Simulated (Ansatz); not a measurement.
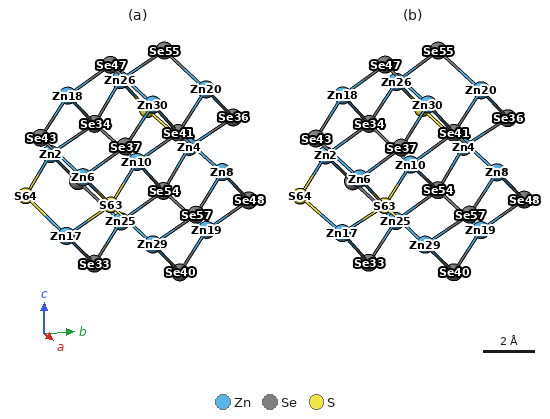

The structure of crystalline Zn$_{32}$Se$_{28}$S$_{4}$ (a generated structure, set up in P1) before (left) and after (right) a relaxation, at one scale.

The picture is a ball-and-stick view of the atoms within 5.0 Å of the atom that moves most (axes of the cell of the calculation), seen slightly off an axis.

Method: DFT, PBEsol, PAW, plane waves in Ansatz 0.2.0. Set-up: plane-wave cutoff 420 eV; k-point mesh 1 × 1 × 1; mesh shifted by (0.25, 0.25, 0.25); no spin polarisation; cell relaxed at fixed shape; force threshold 0.03 eV/Å; at most 80 steps.

Summarise the run.

The largest move relative to the cell is that of a Zn atom, 0.14 Å along [1 −1 −1]. Largest moves by element: Zn 0.14 Å, Se 0.09 Å, S 0.06 Å. The volume changes by −0.1 %, with a = b = c 11.200 → 11.198 Å (0.0 %). Some distances before and after: S–Zn 2.486 → 2.341 Å, S–Zn 2.463 → 2.342 Å, S–Zn 2.429 → 2.336 Å, Se–Zn 2.363 → 2.444 Å. Bond angles that change, for instance: Se–Zn–S 106.9° → 111.8°, Zn–Se–Zn 106.4° → 111.2°, Se–Zn–Se 110.5° → 106.4°. The space group stays P1 (No. 1). The energy falls by 11.3 meV per atom in 3 geometry steps. The largest force component goes from 0.72 to 0.029 eV/Å. The pressure goes from 0.16 to −0.02 GPa.
